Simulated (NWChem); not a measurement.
# the pair BH3SO···H2S: a chain of runs

Wanted: a single-point energy (singlet BH5S2O, MP2/3-21G), then the energy (singlet BH3SO, MP2/3-21G), then a single-point energy (singlet H2S, MP2/3-21G), then a single-point energy (singlet BH3SO, MP2/3-21G), then the energy (singlet H2S, MP2/3-21G) of BH5OS2 and its partners. 

The calculation is run with NWChem 7.3.0.

**1. The structure to begin with**

BH5S2O: 9 atoms, total charge 0, spin state singlet. The two molecules were placed rigidly side by side, at 0.85 times their contact distance; the pair isn't optimised.

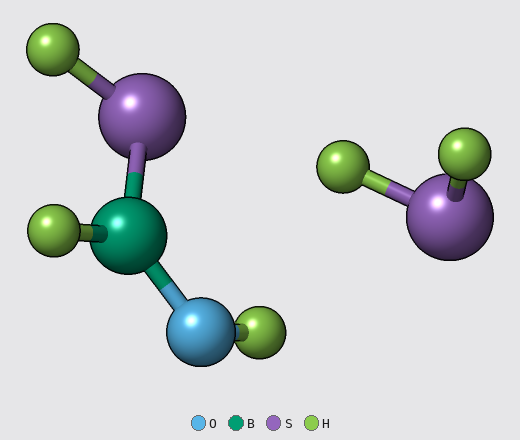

The structure, seen from a chosen angle (oxygen blue, boron teal, sulfur purple, hydrogen green).

**2. The energy at MP2/3-21G (run 1)**

bh5os2.nw reads:

```
start bh5os2
memory 2200 mb

geometry units au noautosym nocenter noautoz
 O   -2.08701353  -0.17079345  -1.89312763
 B    0.10317905   0.32072432  -0.67671093
 S    0.63664873  -0.74167971   2.53620143
 H   -3.31287887  -1.10942041  -0.93617032
 H    1.68998207   1.48082719  -1.77993304
 H    2.97008255   0.22037986   2.74974048
 S   -5.90970272   3.83185435   0.87764550
 H   -3.44997850   3.35294106   1.25706472
 H   -5.57427633   6.32665189   1.17393566
end

basis spherical bse
 * library 3-21G
end

scf
 thresh 1e-08
 maxiter 80
 print low
end

mp2
 freeze core 12
 tight
end

task mp2
```

On the command line:

```sh
$ nwchem bh5os2.nw > bh5os2.out
```

The log of the run, cut to the lines that bear on the results:

```text
[...]
  functions       =    54
[...]
  wavefunction    = RHF
[...]
         Total SCF energy =   -893.058930029419
      One-electron energy =  -1593.207449384141
      Two-electron energy =    519.512727656783
 Nuclear repulsion energy =    180.635791697939
        Time for solution =      1.5s
[...]
          Total MP2 energy          -893.353612828161
[...]
```

Run time: 2.4 s. Hardware: 1 thread of Intel Xeon 6975P-C (Granite Rapids), shared host; peak memory 0.12 GiB.

**3. BH3SO: the energy at MP2/3-21G (run 2)**

bh3os.nw reads:

```
start bh3os
memory stack 880 mb heap 220 mb global 1100 mb
charge 0

geometry noautosym nocenter noautoz
O    -1.104400   -0.090380   -1.001800
B     0.054600    0.169720   -0.358100
S     0.336900   -0.392480    1.342100
H    -1.753100   -0.587080   -0.495400
H     0.894300    0.783620   -0.941900
H     1.571700    0.116620    1.455100
end

basis spherical bse
* library 3-21G
end

scf
thresh 1e-08
maxiter 80
noprint "final vectors analysis"
end

mp2
freeze core 7
tight
end

task mp2 energy
```

On the command line:

```sh
$ nwchem bh3os.nw > bh3os.out
```

The log of the run, cut to the lines that bear on the results:

```text
[...]
  functions       =    37
[...]
  wavefunction    = RHF
[...]
         Total SCF energy =   -496.358087480740
      One-electron energy =   -861.293621538909
      Two-electron energy =    276.166659148548
 Nuclear repulsion energy =     88.768874909621
        Time for solution =      0.5s
[...]
          Total MP2 energy          -496.588750705645
[...]
```

Run time: 1.1 s. Hardware: 1 thread of Intel Xeon 6975P-C (Granite Rapids), shared host; peak memory 0.1 GiB.

**4. H2S: the energy at MP2/3-21G (run 3)**

test.nw reads:

```
start test
title "H2S"
memory total 2200 mb
geometry units bohr noautosym nocenter noautoz
  S  -5.90970272  3.83185435  0.87764550
  H  -3.44997850  3.35294106  1.25706472
  H  -5.57427633  6.32665189  1.17393566
end
basis spherical bse
  * library 3-21G
end
scf
  thresh 1e-08
  maxiter 80
  print low
end
mp2
  freeze core 5
  tight
end
task mp2 energy
```

On the command line:

```sh
$ nwchem test.nw > test.out
```

The log of the run, cut to the lines that bear on the results:

```text
[...]
  functions       =    17
[...]
  wavefunction    = RHF
[...]
         Total SCF energy =   -396.704144267103
      One-electron energy =   -574.187902215811
      Two-electron energy =    164.584673623229
 Nuclear repulsion energy =     12.899084325479
        Time for solution =      0.1s
[...]
          Total MP2 energy          -396.765683811216
[...]
```

Wall time 0.68 s (1 thread of Intel Xeon 6975P-C (Granite Rapids), shared host); peak memory 0.099 GiB.

**5. BH3SO among ghost functions: a single-point energy at MP2/3-21G (with ghost functions) (run 4)**

sp.nw reads:

```
START sp
memory 2200 mb
charge 0

GEOMETRY units angstroms noautosym nocenter noautoz
  O     -1.104400    -0.090380    -1.001800
  B      0.054600     0.169720    -0.358100
  S      0.336900    -0.392480     1.342100
  H     -1.753100    -0.587080    -0.495400
  H      0.894300     0.783620    -0.941900
  H      1.571700     0.116620     1.455100
  bqS     -3.127280     2.027730     0.464430
  bqH     -1.825650     1.774300     0.665210
  bqH     -2.949780     3.347920     0.621220
END

BASIS "ao basis" spherical bse
  O library 3-21G
  B library 3-21G
  S library 3-21G
  H library 3-21G
  bqS library S 3-21G
  bqH library H 3-21G
END

SCF
  thresh 1e-08
  maxiter 80
  print low
END

MP2
  freeze core 7
  tight
END

TASK mp2
```

On the command line:

```sh
$ nwchem sp.nw > sp.out
```

The log of the run, cut to the lines that bear on the results:

```text
[...]
  functions       =    54
[...]
  wavefunction    = RHF
[...]
         Total SCF energy =   -496.360571051177
      One-electron energy =   -861.273823887021
      Two-electron energy =    276.144377926224
 Nuclear repulsion energy =     88.768874909621
        Time for solution =      1.2s
[...]
          Total MP2 energy          -496.591996939616
[...]
```

Wall time 2.1 s (1 thread of Intel Xeon 6975P-C (Granite Rapids), shared host); peak memory 0.11 GiB.

**6. H2S among ghost functions: a single-point energy at MP2/3-21G (with ghost functions) (run 5)**

h2s.nw reads:

```
start h2s
title "H2S energy"
memory 2200 mb
charge 0

geometry noautosym nocenter noautoz
  S       -3.127280       2.027730       0.464430
  H       -1.825650       1.774300       0.665210
  H       -2.949780       3.347920       0.621220
  bqO     -1.104400    -0.090380    -1.001800
  bqB      0.054600     0.169720    -0.358100
  bqS      0.336900    -0.392480     1.342100
  bqH     -1.753100    -0.587080    -0.495400
  bqH      0.894300     0.783620    -0.941900
  bqH      1.571700     0.116620     1.455100
end

basis spherical bse
  S library 3-21G
  H library 3-21G
  bqO library O 3-21G
  bqB library B 3-21G
  bqS library S 3-21G
  bqH library H 3-21G
end

scf
  thresh 1e-08
  maxiter 80
  print low
end

mp2
  freeze core 5
  tight
end

task mp2 energy
```

On the command line:

```sh
$ nwchem h2s.nw > h2s.out
```

The log of the run, cut to the lines that bear on the results:

```text
[...]
  functions       =    54
[...]
  wavefunction    = RHF
[...]
         Total SCF energy =   -396.704912142063
      One-electron energy =   -574.181533772668
      Two-electron energy =    164.577536343326
 Nuclear repulsion energy =     12.899085287279
        Time for solution =      0.9s
[...]
          Total MP2 energy          -396.766798146062
[...]
```

It took 1.8 s on 1 thread of Intel Xeon 6975P-C (Granite Rapids), shared host; peak memory 0.11 GiB.

**7. Results**

| quantity | value |
| --- | --- |
| run 1, MP2/3-21G: total energy | -893.35361 Eh |
| run 1, MP2/3-21G: correlation energy (12 core orbitals frozen) | -294.7 mEh |
| BH3SO: total energy | -496.58875 Eh |
| BH3SO: correlation energy (7 core orbitals frozen) | -230.7 mEh |
| H2S: total energy | -396.76568 Eh |
| H2S: correlation energy (5 core orbitals frozen) | -61.5 mEh |
| BH3SO among ghost functions: total energy | -496.59200 Eh |
| BH3SO among ghost functions: correlation energy (7 core orbitals frozen) | -231.4 mEh |
| H2S among ghost functions: total energy | -396.76680 Eh |
| H2S among ghost functions: correlation energy (5 core orbitals frozen) | -61.9 mEh |
| interaction energy of the rigid parts BH3SO and H2S (parts in their own basis; closest atoms 2.60 Å apart) | 0.022 eV |
| interaction energy of the rigid parts BH3SO and H2S (parts in the whole basis, counterpoise; closest atoms 2.60 Å apart) | 0.141 eV |

In words: The interaction energy of the rigid parts BH3SO and H2S (parts in their own basis; closest atoms 2.60 Å apart) is 0.02 eV (2.2 kJ/mol): the parts repel at this shape. Without counterpoise this holds the superposition error of the basis. The interaction energy of the rigid parts BH3SO and H2S (parts in the whole basis, counterpoise; closest atoms 2.60 Å apart) is 0.14 eV (13.6 kJ/mol): the parts repel at this shape. The basis-set superposition error is 11.4 kJ/mol.
